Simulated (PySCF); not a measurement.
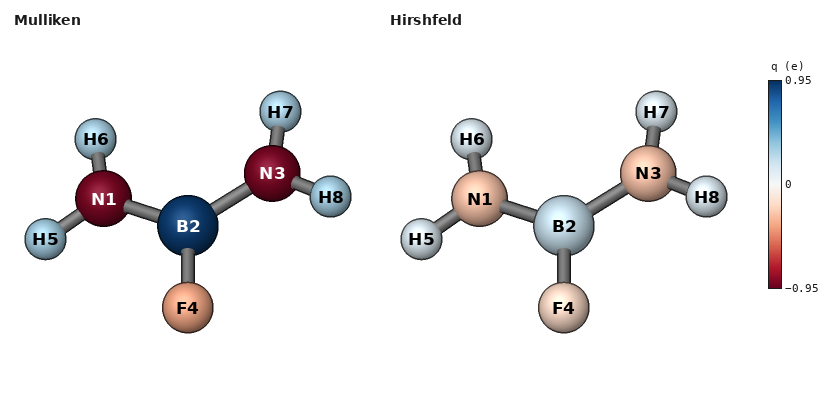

Atomic charges of one calculation by 2 schemes, on one colour scale. Computed geometry: PBE0-D3(BJ)/def2-SVP optimisation. No frequency run is at hand to confirm it as a minimum. Method: PBE0/pcSseg-0 (PySCF 2.14.0).

**Which scheme gives the most polar picture (largest mean size of the charges)?**

The Mulliken charges are the largest in size here.

**On which atom do the schemes disagree most?**

On B2 (from 0.22 to 0.91 e).

List the charges (e), one line for each set of equivalent atoms.

| atom | Mulliken | Hirshfeld |
| --- | --- | --- |
| N1, N3 | −0.90 | −0.27 |
| B2 | 0.91 | 0.22 |
| F4 | −0.37 | −0.18 |
| H5, H8 | 0.32 | 0.13 |
| H6, H7 | 0.31 | 0.13 |
